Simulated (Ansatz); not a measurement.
**BSiH3 (SMILES B[SiH]): UB3LYP/STO-3G**

What is the electronic atomisation energy of BSiH3 at UB3LYP/STO-3G? 

The results are computed with Ansatz 0.2.0.

43 further runs of the same task are left out: 43 set aside as unsound or not needed.

## (1) The system as given

The species is BSiH3 (5 atoms), meant as a triplet with charge 0. As SMILES, `B[SiH]`. The coordinates come from a GFN2-xTB relaxation.

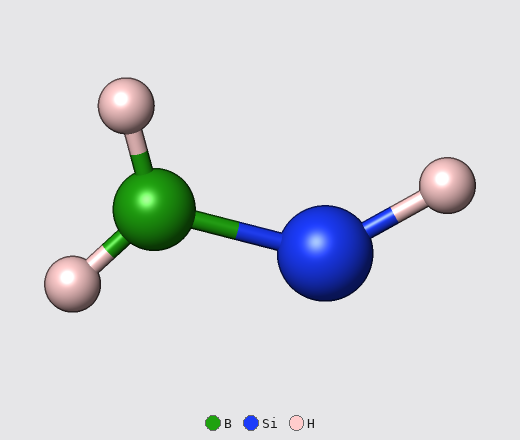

The structure, seen from a chosen angle (boron green, silicon blue, hydrogen pink).

## (2) The energy at UB3LYP/STO-3G

run.yaml

```yaml
crystal:
  periodic: [false, false, false]
  atoms:
    - {symbol: B, position_ang: [-0.206730, -0.708170, 0.126670]}
    - {symbol: Si, position_ang: [0.760780, 0.829450, -0.350440]}
    - {symbol: H, position_ang: [-1.303690, -0.620750, 0.549520]}
    - {symbol: H, position_ang: [0.263590, -1.779740, 0.010050]}
    - {symbol: H, position_ang: [0.486040, 2.279200, -0.335800]}
basis:
  gaussian:
    orbitals: STO-3G
magnetization:
  spin_polarized: true
  initial_magnetization: 2
hamiltonian:
  xc: {name: B3LYP}
accuracy: high
```

Started as:

```sh
$ ansatz run run.yaml --threads 1 --pin off --max-ram 2610MiB --events-out events.jsonl --progress --plain --runs-dir runs
```

Log:

```text
Warning: RAYON_NUM_THREADS=1 ignored (pool sized by the plan → 1); use --threads N
Functional definition: B3LYP
  name "B3LYP"
  parameter a0 = 0.2
  parameter ax = 0.72
  parameter ac = 0.81
  exchange = (1 - a0 - ax)*slater_x + ax*b88_x + a0*exact_x
  correlation = (1 - ac)*vwn_rpa_c + ac*lyp_c
287 factors; integrals over basis functions are off by at most 1.2e-8 eV
mean field evaluation 1: about -8497.9860 eV, gradient 1.0e1 eV
mean field evaluation 2: about -8497.9385 eV, gradient 1.1e1 eV
mean field evaluation 4: about -8499.0732 eV, gradient 5.1e-1 eV
mean field evaluation 8: about -8499.0344 eV, gradient 2.5e-3 eV
mean field evaluation 16: about -8499.0344 eV, gradient 1.3e-7 eV
mean field -8499.03438345 eV, -312.3337527392 hartree, gradient 3.0e-8 eV, S^2 2.000796; 0 other end points of the search recorded, 0 dependent functions left out
reference -8499.03441002 eV, -312.3337537158 hartree; 12, 10 occupied and 5, 7 virtual orbitals, 287 factors
Total energy: -8499.03441002 eV, -312.3337537158 hartree
```

Run time: 1.7 s. Hardware: 1 thread of Arm Neoverse V1, shared host; peak memory 0.12 GiB.

## (3) The B atom, same level

job.yaml

```yaml
basis:
  gaussian:
    orbitals: STO-3G
crystal:
  periodic: [false, false, false]
  atoms:
    - {symbol: B, position_ang: [0.000000, 0.000000, 0.000000]}
magnetization:
  spin_polarized: true
  initial_magnetization: 1
hamiltonian:
  xc: {name: B3LYP}
accuracy: high
```

Run the same way, it converges to -24.28154 Eh (log not shown).

## (4) The H atom at the same level

job.yaml

```yaml
crystal:
  periodic: [false, false, false]
  atoms:
    - {symbol: H, position_ang: [0.000000, 0.000000, 0.000000]}
basis:
  gaussian:
    orbitals: STO-3G
magnetization:
  spin_polarized: true
  initial_magnetization: 1
hamiltonian:
  xc: {name: B3LYP}
accuracy: high
```

Run the same way, it converges to -0.46753 Eh (log not shown).

## (5) The Si atom, same level

input.yaml

```yaml
crystal:
  periodic: [false, false, false]
  atoms:
    - {symbol: Si, position_ang: [0.000000, 0.000000, 0.000000]}
basis:
  gaussian: {orbitals: STO-3G}
magnetization: {spin_polarized: true, initial_magnetization: 2}
hamiltonian: {xc: {name: B3LYP}}
accuracy: high
```

Run the same way, it converges to -285.94209 Eh (log not shown).

## (6) Outcome

At UB3LYP/STO-3G:

| quantity | value |
| --- | --- |
| molecule: total energy | -312.33375 Eh |
| molecule: ⟨S²⟩ | 2.001 |
| B atom: total energy | -24.28154 Eh |
| B atom: ⟨S²⟩ | 0.750 |
| H atom: total energy | -0.46753 Eh |
| H atom: ⟨S²⟩ | 0.750 |
| Si atom: total energy | -285.94209 Eh |
| Si atom: ⟨S²⟩ | 2.000 |
| electronic atomisation energy | 19.253 eV |

In words: Taking the molecule apart into free atoms costs 19.25 eV (444 kcal/mol), before zero-point energy and without spin-orbit coupling. In a minimal basis such a difference can be off by several eV, whatever the method.
